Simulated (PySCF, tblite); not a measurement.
# Ge₂H₄O₄: changes of charge, part 1 of 2

Aim: compute the changes of charge of Ge₂H₄O₄ (`[OH][Ge-]1[OH+][Ge-]([OH])[OH+]1`).

Programs: tblite 0.8.0 and PySCF 2.14.0, with routines of our own; each step states its level. All values are computed. Atoms count from 0.

## Step 1: The system as given

10 atoms, charge 0, multiplicity 1; geometry from: start built from the parent or by distance geometry.

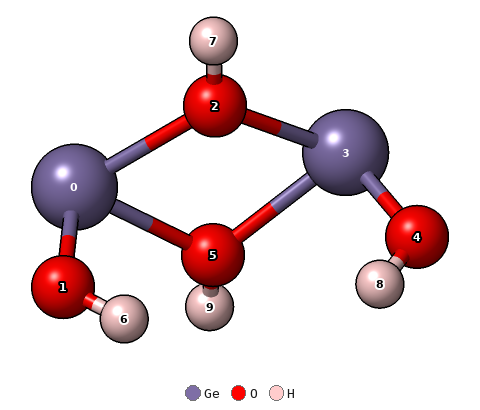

The starting geometry (germanium purple, oxygen red, hydrogen pink).

## Step 2: Geometry optimisation with GFN2-xTB

Job settings and geometry (Å):

```
{"job": {"kind": "relax", "xc": "GFN2-xTB", "basis": "xTB"}, "charge": 0, "multiplicity": 1}
Ge     1.711900     0.336600     0.784900
O      1.289700     1.964100     0.156800
O     -0.227700    -0.248000     1.371300
Ge    -0.865600    -1.679800    -0.039800
O     -2.061600    -0.726500    -0.877300
O      0.865500    -0.787200    -0.789400
H      0.484000     2.146500    -0.289200
H     -0.584800    -0.141200     2.257500
H     -1.928600     0.202500    -1.056100
H      1.334900    -1.057700    -1.563700
```

On the command line:

```
> OMP_NUM_THREADS=1 python redox_run.py task.json out
```

This one command runs all jobs of the session in turn.

The program printed:

```text
step      E/eV     max force
  0    -609.14220    1.035
  1    -609.15769    0.438
  2    -609.16200    0.203
  3    -609.16416    0.066
  4    -609.16435    0.038
  5    -609.16447    0.038
  6    -609.16460    0.041
  7    -609.16470    0.033
  8    -609.16474    0.017
  9    -609.16476    0.015
 10    -609.16478    0.020
 11    -609.16481    0.024
 12    -609.16483    0.018
 13    -609.16484    0.009
```

Wall time 0.06 s (1 thread of Intel Xeon Platinum 8488C, shared host).

Along the way:

| step | energy from step 0 (eV) | largest force (eV/Å) |
| --- | --- | --- |
| 0 | 0.0000 | 1.0353 |
| 1 | -0.0155 | 0.4380 |
| 2 | -0.0198 | 0.2029 |
| 3 | -0.0220 | 0.0658 |
| 4 | -0.0222 | 0.0379 |
| 5 | -0.0223 | 0.0384 |
| 6 | -0.0224 | 0.0411 |
| 7 | -0.0225 | 0.0329 |
| 8 | -0.0225 | 0.0171 |
| 9 | -0.0226 | 0.0146 |
| 10 | -0.0226 | 0.0200 |
| 11 | -0.0226 | 0.0244 |
| 12 | -0.0226 | 0.0178 |
| 13 | -0.0226 | 0.0088 |

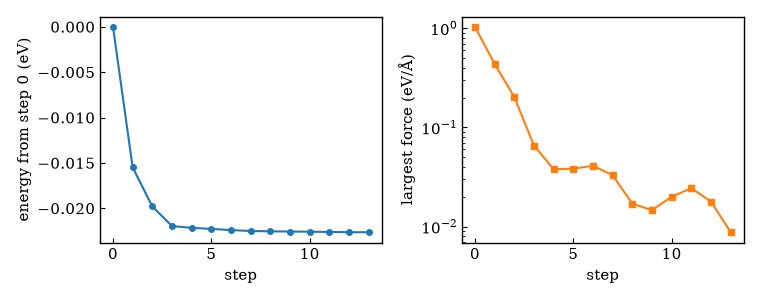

Energy and largest force along the relaxation.

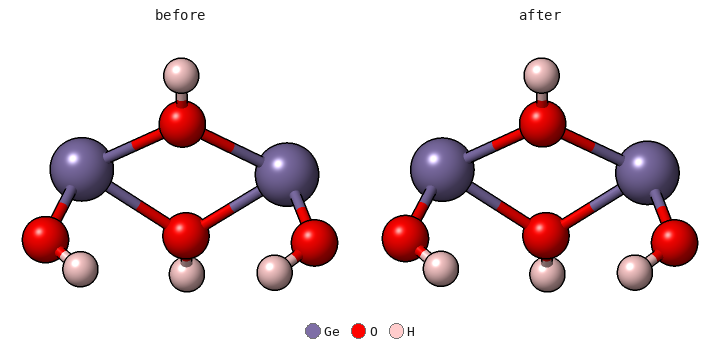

Before and after, at one scale.

Distances of close pairs at the start and the end, largest changes first:

| bond | before (Å) | after (Å) | change (Å) |
| --- | --- | --- | --- |
| Ge0–O1 | 1.795 | 1.769 | -0.026 |
| Ge3–O4 | 1.744 | 1.769 | +0.025 |
| O1–H6 | 0.939 | 0.955 | +0.016 |
| Ge3–O5 | 2.087 | 2.102 | +0.015 |
| O5–H9 | 0.945 | 0.956 | +0.011 |
| Ge0–O5 | 2.111 | 2.104 | -0.008 |
| O2–H7 | 0.961 | 0.956 | -0.005 |
| Ge0–O2 | 2.109 | 2.104 | -0.004 |

The final coordinates are the input of the step that follows.

## Step 3: Harmonic vibrations with GFN2-xTB

Job settings and geometry (Å):

```
{"job": {"kind": "ir", "xc": "GFN2-xTB", "basis": "xTB"}, "charge": 0, "multiplicity": 1}
Ge     1.699658     0.346547     0.777585
O      1.298743     1.958435     0.168794
O     -0.231476    -0.243899     1.370011
Ge    -0.860549    -1.695016    -0.020555
O     -2.059779    -0.720620    -0.881200
O      0.868388    -0.781553    -0.791411
H      0.481819     2.143055    -0.289400
H     -0.584071    -0.142685     2.252809
H     -1.933753     0.209168    -1.057538
H      1.338795    -1.064133    -1.574152
```

The program printed:

```text
mode    cm-1     km/mol
  1      70.0      0.74
  2      84.3      0.01
  3     105.3      3.09
  4     138.9     23.98
  5     139.8      0.25
  6     148.1      4.16
  7     152.3      1.04
  8     212.3    132.37
  9     230.2     46.89
 10     300.2      0.19
 11     303.6     13.37
 12     315.4    367.39
 13     370.9     22.01
 14     375.5    387.04
 15     463.1    143.22
 16     488.4    296.55
 17     553.1     43.43
 18     609.7     78.63
 19     718.2      0.87
 20     731.2    210.23
 21    3635.1      3.93
 22    3635.5      9.93
 23    3649.4      5.72
 24    3653.4      5.95
ZPE 126.111  H(298)-E 159.377  G(298)-E 29.884 kJ/mol  S 434.32 J/(mol K)
```

It took 0.26 s on 1 thread of Intel Xeon Platinum 8488C, shared host.

The strongest bands and the atoms that carry them (share of the mass-weighted mode):

| cm⁻¹ | km/mol | atoms |
| --- | --- | --- |
| 212 | 132.4 | H7 46 %, H9 37 % |
| 230 | 46.9 | O5 19 %, O2 19 %, Ge3 18 %, Ge0 18 % |
| 315 | 367.4 | O2 29 %, O5 29 %, Ge3 10 % |
| 376 | 387.0 | H8 32 %, H6 30 %, O5 14 % |
| 463 | 143.2 | O1 28 %, O4 28 %, H6 18 %, H8 18 % |
| 488 | 296.6 | O4 35 %, O1 35 % |
| 610 | 78.6 | H8 33 %, H6 33 %, O4 11 %, O1 11 % |
| 731 | 210.2 | H7 46 %, H9 34 %, O2 11 % |

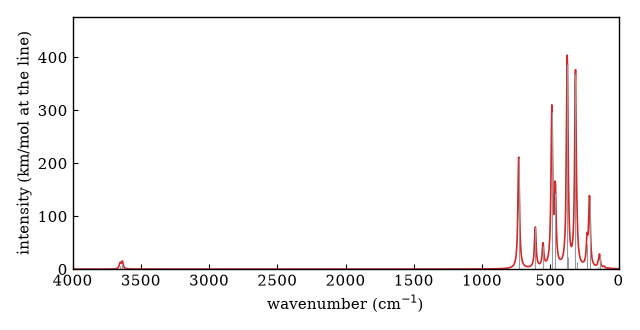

The infrared spectrum from these modes, unscaled. Lines are broadened to a width of 14 cm⁻¹ (Lorentzian).

## Step 4: Geometry optimisation at PBE0-D3(BJ)/def2-SVP

Settings changed since step 3:

```diff
@@ -1,2 +1,2 @@
-{"job": {"kind": "ir", "xc": "GFN2-xTB", "basis": "xTB"}, "charge": 0, "multiplicity": 1}
+{"job": {"xc": "PBE0", "basis": "def2-SVP", "d3": "d3bj", "grid": 1, "kind": "geom"}, "charge": 0, "multiplicity": 1}
 Ge     1.699658     0.346547     0.777585
```

The program printed:

```text
step   0  E = -4455.83736722  max force = 0.028469
step   1  E = -4455.84566234  max force = 0.006622
step   2  E = -4455.84616484  max force = 0.001922
step   3  E = -4455.84632774  max force = 0.002115
step   4  E = -4455.84656687  max force = 0.001992
step   5  E = -4455.84675208  max force = 0.002213
step   6  E = -4455.84696749  max force = 0.002717
step   7  E = -4455.84707418  max force = 0.001488
step   8  E = -4455.84712003  max force = 0.000333
step   9  E = -4455.84712235  max force = 0.000244
optimisation converged
```

It took 84 s on 1 thread of Intel Xeon Platinum 8488C, shared host; peak memory 0.62 GiB.

The steps of the relaxation:

| step | energy from step 0 (eV) | largest force component (eV/Å) |
| --- | --- | --- |
| 0 | 0.0000 | 1.4639 |
| 1 | -0.2257 | 0.3405 |
| 2 | -0.2394 | 0.0988 |
| 3 | -0.2438 | 0.1088 |
| 4 | -0.2503 | 0.1024 |
| 5 | -0.2554 | 0.1138 |
| 6 | -0.2612 | 0.1397 |
| 7 | -0.2641 | 0.0765 |
| 8 | -0.2654 | 0.0171 |
| 9 | -0.2655 | 0.0125 |

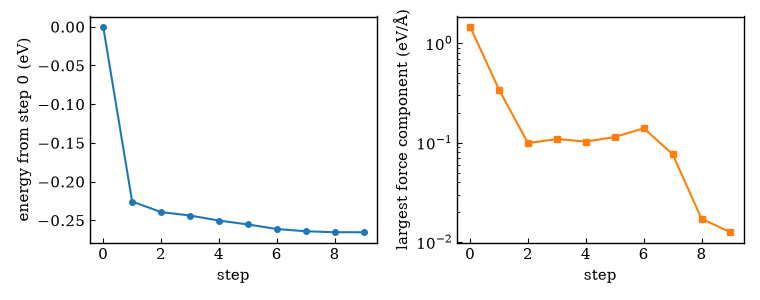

Energy and force, step by step.

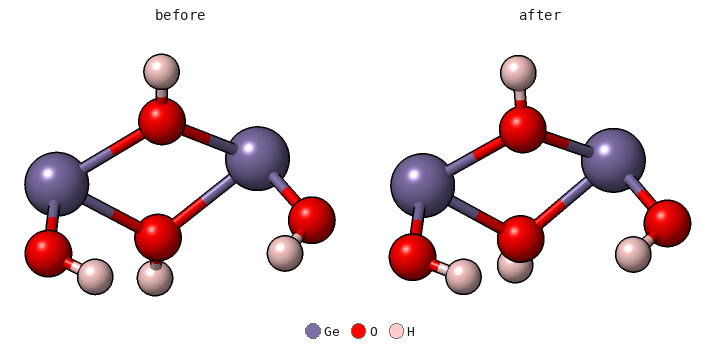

Before and after, at one scale.

Close pairs (by a distance rule), those that changed most:

| bond | before (Å) | after (Å) | change (Å) |
| --- | --- | --- | --- |
| O2–Ge3 | 2.106 | 2.014 | -0.092 |
| Ge0–O5 | 2.104 | 2.013 | -0.091 |
| Ge0–O2 | 2.104 | 2.014 | -0.090 |
| Ge3–O5 | 2.102 | 2.012 | -0.090 |
| Ge3–O4 | 1.769 | 1.785 | +0.016 |
| Ge0–O1 | 1.769 | 1.785 | +0.016 |
| O1–H6 | 0.955 | 0.964 | +0.010 |
| O4–H8 | 0.955 | 0.964 | +0.010 |

The end geometry stands in the next job.

| at the end point | value |
| --- | --- |
| point group (found at 0.08 Å tolerance) | C2v |
| rotational constants (GHz, main isotopes) | 3.629, 0.871, 0.827 |
| dipole moment (D) | 1.17 |

## Step 5: Single point (Ge₂H₄O₄): PBE0-D3(BJ)/ma-def2-SVP

Geometry: PBE0-D3(BJ)/def2-SVP.

Job settings and geometry (Å):

```
{"job": {"kind": "sp", "xc": "PBE0", "basis": "ma-def2-SVP", "d3": "d3bj", "grid": 2}, "charge": 0, "multiplicity": 1}
Ge     1.623456     0.294135     0.735485
O      1.260016     1.921631     0.098528
O     -0.266086    -0.142554     1.279100
Ge    -0.843583    -1.595742     0.009869
O     -2.038704    -0.604131    -0.870021
O      0.783115    -0.719262    -0.786740
H      0.407495     2.003115    -0.344985
H     -0.461686    -0.248755     2.217620
H     -1.789750     0.319516    -0.992100
H      1.343626    -1.218769    -1.391822
```

The program printed:

```text
coarse grid: 45440 points
cycle   1  E = -4455.5372852316  dE = -6.962e-01  |g| = 1.349e+00  |ddm| = 4.053e+00
cycle   2  E = -4454.6422987891  dE =  8.950e-01  |g| = 2.474e+00  |ddm| = 3.760e+00
cycle   3  E = -4455.8656043146  dE = -1.223e+00  |g| = 1.858e-01  |ddm| = 2.643e+00
cycle   4  E = -4455.8697323675  dE = -4.128e-03  |g| = 1.341e-01  |ddm| = 2.706e-01
cycle   5  E = -4455.8728889829  dE = -3.157e-03  |g| = 3.597e-02  |ddm| = 1.443e-01
cycle   6  E = -4455.8731352714  dE = -2.463e-04  |g| = 5.731e-03  |ddm| = 5.122e-02
cycle   7  E = -4455.8731401467  dE = -4.875e-06  |g| = 1.013e-03  |ddm| = 1.040e-02
final grid: 92400 points
cycle   8  E = -4455.8731387596  dE = -7.393e-08  |g| = 1.102e-03  |ddm| = 3.718e-03
cycle   9  E = -4455.8731385412  dE =  2.184e-07  |g| = 1.530e-03  |ddm| = 2.436e-03
cycle  10  E = -4455.8731389347  dE = -3.935e-07  |g| = 2.536e-04  |ddm| = 1.323e-03
cycle  11  E = -4455.8731389454  dE = -1.066e-08  |g| = 2.586e-05  |ddm| = 2.790e-04
cycle  12  E = -4455.8731389455  dE = -7.822e-11  |g| = 1.430e-05  |ddm| = 5.447e-05
converged SCF energy = -4455.8731389455
```

Run time: 8.7 s. Hardware: 1 thread of Intel Xeon Platinum 8488C, shared host; peak memory 0.67 GiB.

## Step 6: Single point (Ge₂H₄O₄+ (doublet)): PBE0-D3(BJ)/ma-def2-SVP

Geometry: PBE0-D3(BJ)/def2-SVP, that of another charge or spin state.

Settings changed since step 5:

```diff
@@ -1,2 +1,2 @@
-{"job": {"kind": "sp", "xc": "PBE0", "basis": "ma-def2-SVP", "d3": "d3bj", "grid": 2}, "charge": 0, "multiplicity": 1}
+{"job": {"kind": "sp", "xc": "PBE0", "basis": "ma-def2-SVP", "d3": "d3bj", "grid": 2}, "charge": 1, "multiplicity": 2}
 Ge     1.623456     0.294135     0.735485
```

The program printed:

```text
final grid: 92400 points
cycle   1  E = -4455.5366615429  dE =  1.260e-09  |g| = 6.110e-05  |ddm| = 1.291e-04
converged SCF energy = -4455.5366615429
```

Wall time 69 s (1 thread of Intel Xeon Platinum 8488C, shared host); peak memory 0.75 GiB.

## Step 7: Geometry optimisation with GFN2-xTB

This step treats Ge2H4O4+ (doublet), labelled `[OH+]=[Ge-].[OH][Ge]([OH])=[OH+]` (the label fixes atoms and charge, not where charge and spin sit).

Job settings and geometry (Å):

```
{"job": {"kind": "relax", "xc": "GFN2-xTB", "basis": "xTB"}, "charge": 1, "multiplicity": 2}
Ge     1.639700     0.288000     0.730200
O      1.249300     1.930300     0.075500
O     -0.248600    -0.150200     1.282300
Ge    -0.846100    -1.581100    -0.010700
O     -2.041900    -0.608000    -0.858700
O      0.772100    -0.721000    -0.795500
H      0.407900     2.008900    -0.356000
H     -0.450200    -0.239700     2.222600
H     -1.780700     0.312700    -0.993300
H      1.334300    -1.221400    -1.386500
```

The program printed:

```text
step      E/eV     max force
  0    -594.90987    1.151
  1    -594.96175    0.913
  2    -595.02713    0.738
  3    -595.07332    0.820
  4    -595.10817    0.677
  5    -595.18225    1.256
  6    -595.23267    1.806
  7    -595.30875    1.134
  8    -595.40935    0.498
  9    -595.43705    0.644
 10    -595.48691    0.770
 11    -595.52048    0.653
 12    -595.56115    0.603
 13    -595.58669    0.625
 14    -595.61296    0.496
 15    -595.62031    0.258
 16    -595.62379    0.236
 17    -595.62668    0.215
 18    -595.63004    0.198
 19    -595.63657    0.315
 20    -595.64875    0.441
 21    -595.66747    0.497
 22    -595.68264    0.324
 23    -595.68783    0.228
 24    -595.69054    0.297
 25    -595.69419    0.281
 26    -595.69934    0.187
 27    -595.70583    0.148
 28    -595.70853    0.104
 29    -595.70966    0.068
 30    -595.71034    0.069
 31    -595.71111    0.061
 32    -595.71166    0.047
 33    -595.71194    0.050
 34    -595.71215    0.044
 35    -595.71252    0.050
 36    -595.71333    0.068
 37    -595.71435    0.076
 38    -595.71537    0.092
 39    -595.71622    0.094
 40    -595.71713    0.077
 41    -595.71813    0.071
 42    -595.71895    0.064
 43    -595.71947    0.074
 44    -595.71989    0.065
 45    -595.72044    0.084
 46    -595.72120    0.099
 47    -595.72196    0.110
 48    -595.72253    0.081
 49    -595.72297    0.115
 50    -595.72347    0.072
 51    -595.72423    0.089
 52    -595.72532    0.072
 53    -595.72581    0.040
 54    -595.72600    0.034
 55    -595.72613    0.032
 56    -595.72647    0.050
 57    -595.72708    0.069
 58    -595.72777    0.062
 59    -595.72810    0.028
 60    -595.72818    0.019
 61    -595.72821    0.022
 62    -595.72827    0.025
 63    -595.72837    0.025
 64    -595.72847    0.024
 65    -595.72854    0.021
 66    -595.72859    0.025
 67    -595.72867    0.027
 68    -595.72879    0.031
 69    -595.72893    0.023
 70    -595.72900    0.013
 71    -595.72902    0.010
 72    -595.72903    0.011
 73    -595.72904    0.010
 74    -595.72907    0.015
 75    -595.72912    0.026
 76    -595.72921    0.042
 77    -595.72932    0.053
 78    -595.72948    0.051
 79    -595.72971    0.048
 80    -595.73018    0.127
 81    -595.72402    0.901
 82    -595.73077    0.247
 83    -595.73224    0.065
 84    -595.73438    0.193
 85    -595.63004    2.662
 86    -595.73561    0.146
 87    -595.73670    0.129
 88    -595.70072    2.051
 89    -595.74079    0.076
 90    -595.74442    0.082
 91    -595.67680    1.710
 92    -595.74457    0.101
 93    -595.74931    0.291
 94    -595.71100    1.992
 95    -595.75305    0.324
 96    -595.75555    0.353
 97    -595.73894    1.636
 98    -595.76218    0.307
 99    -595.76569    0.344
100    -595.75828    1.291
101    -595.77254    0.327
102    -595.77570    0.339
103    -595.76916    1.270
104    -595.78281    0.212
105    -595.78631    0.283
106    -595.78991    0.946
107    -595.79737    0.319
108    -595.80421    0.192
109    -595.80250    1.471
110    -595.82566    0.273
111    -595.83704    0.256
112    -595.72757    2.792
113    -595.84569    0.109
114    -595.85103    0.154
115    -595.84797    1.105
116    -595.85987    0.215
117    -595.86274    0.252
118    -595.86609    0.468
119    -595.86838    0.238
120    -595.87024    0.117
121    -595.87230    0.094
122    -595.87373    0.128
123    -595.87478    0.088
124    -595.87638    0.113
125    -595.87803    0.124
126    -595.87904    0.168
127    -595.88034    0.137
128    -595.88111    0.084
129    -595.88183    0.061
130    -595.88214    0.053
131    -595.88258    0.063
132    -595.88286    0.052
133    -595.88306    0.056
134    -595.88325    0.026
135    -595.88333    0.029
136    -595.88340    0.027
137    -595.88349    0.023
138    -595.88362    0.025
139    -595.88377    0.034
140    -595.88389    0.029
141    -595.88397    0.017
142    -595.88401    0.014
143    -595.88404    0.012
144    -595.88407    0.015
145    -595.88408    0.012
146    -595.88410    0.016
147    -595.88411    0.021
148    -595.88412    0.024
149    -595.88415    0.024
150    -595.88418    0.020
151    -595.88421    0.019
152    -595.88425    0.017
153    -595.88428    0.012
154    -595.88431    0.013
155    -595.88433    0.012
156    -595.88435    0.009
```

It took 0.8 s on 1 thread of Intel Xeon Platinum 8488C, shared host.

Step by step: (not every step is listed)

| step | energy from step 0 (eV) | largest force (eV/Å) |
| --- | --- | --- |
| 0 | 0.0000 | 1.1512 |
| 1 | -0.0519 | 0.9128 |
| 2 | -0.1173 | 0.7377 |
| 3 | -0.1635 | 0.8201 |
| 4 | -0.1983 | 0.6773 |
| 5 | -0.2724 | 1.2558 |
| 6 | -0.3228 | 1.8060 |
| 7 | -0.3989 | 1.1344 |
| 8 | -0.4995 | 0.4984 |
| 22 | -0.7728 | 0.3240 |
| 36 | -0.8035 | 0.0680 |
| 50 | -0.8136 | 0.0719 |
| 64 | -0.8186 | 0.0236 |
| 78 | -0.8196 | 0.0507 |
| 92 | -0.8347 | 0.1014 |
| 106 | -0.8800 | 0.9464 |
| 120 | -0.9604 | 0.1170 |
| 134 | -0.9734 | 0.0258 |
| 148 | -0.9743 | 0.0244 |
| 151 | -0.9743 | 0.0195 |
| 152 | -0.9744 | 0.0175 |
| 153 | -0.9744 | 0.0120 |
| 154 | -0.9744 | 0.0133 |
| 155 | -0.9745 | 0.0122 |
| 156 | -0.9745 | 0.0094 |

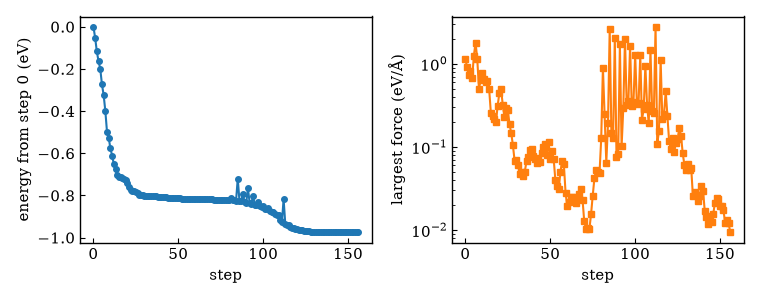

Energy and force, step by step.

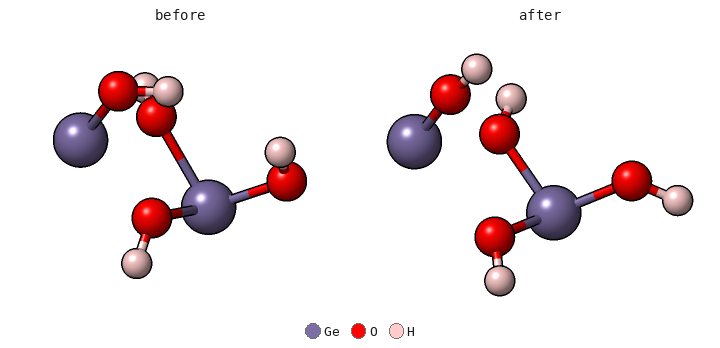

Before and after, at one scale.

Close pairs (by a distance rule), those that changed most:

| bond | before (Å) | after (Å) | change (Å) |
| --- | --- | --- | --- |
| Ge0–O2 | 2.016 | 2.415 | +0.399 |
| Ge0–O5 | 2.024 | 2.396 | +0.371 |
| O2–Ge3 | 2.019 | 1.836 | -0.183 |
| Ge0–O1 | 1.811 | 1.657 | -0.154 |
| Ge3–O5 | 1.994 | 1.860 | -0.133 |
| O1–H6 | 0.949 | 0.961 | +0.012 |
| Ge3–O4 | 1.760 | 1.750 | -0.009 |
| O4–H8 | 0.966 | 0.961 | -0.006 |

The end geometry stands in the next job.

## Step 8: Vibrational analysis with GFN2-xTB

Job settings and geometry (Å):

```
{"job": {"kind": "ir", "xc": "GFN2-xTB", "basis": "xTB"}, "charge": 1, "multiplicity": 2}
Ge     1.913927     0.525795     0.805143
O      1.508569     2.035186     0.254502
O     -0.224503    -0.424592     1.401209
Ge    -0.759282    -1.401321    -0.058341
O     -2.012088    -0.407852    -0.770641
O      0.868835    -0.903811    -0.808406
H      1.169767     2.860540    -0.101278
H     -0.814214    -0.322541     2.155386
H     -2.756997    -0.708420    -1.297376
H      1.141650    -1.234492    -1.670320
```

The program printed:

```text
mode    cm-1     km/mol
  1      49.8      2.50
  2      55.6      7.08
  3      75.0     51.32
  4     104.2      1.92
  5     118.5     24.04
  6     155.5      5.20
  7     219.7      5.17
  8     238.9     38.90
  9     284.3     50.70
 10     326.7      5.42
 11     349.5    248.18
 12     398.8     78.75
 13     399.8    157.94
 14     427.6    105.07
 15     435.5    249.78
 16     513.0    145.81
 17     645.5    124.46
 18     695.4    196.63
 19     783.5      4.43
 20     839.5    251.17
 21    3527.2    122.88
 22    3529.1    170.67
 23    3532.9     38.87
 24    3553.0    188.33
ZPE 127.155  H(298)-E 159.444  G(298)-E 28.261 kJ/mol  S 439.99 J/(mol K)
```

Run time: 0.3 s. Hardware: 1 thread of Intel Xeon Platinum 8488C, shared host; peak memory 0.56 GiB.

Which atoms move in the most intense modes:

| cm⁻¹ | km/mol | atoms |
| --- | --- | --- |
| 350 | 248.2 | H7 38 %, H9 34 %, H6 13 % |
| 400 | 157.9 | H6 62 %, O5 11 %, O1 10 % |
| 436 | 249.8 | H6 51 %, O2 30 % |
| 513 | 145.8 | O4 77 %, Ge3 18 % |
| 695 | 196.6 | O1 76 %, Ge0 19 % |
| 840 | 251.2 | H7 50 %, H9 36 % |
| 3529 | 170.7 | H7 40 %, H9 30 %, H6 24 % |
| 3553 | 188.3 | H8 84 % |

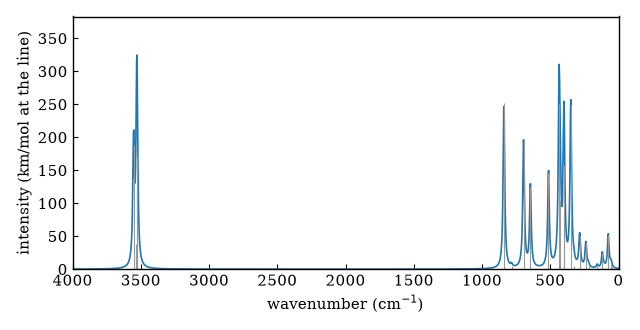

The infrared spectrum from these modes, unscaled. Lines are broadened to a width of 14 cm⁻¹ (Lorentzian).

(Continued in part 2 of 2.)
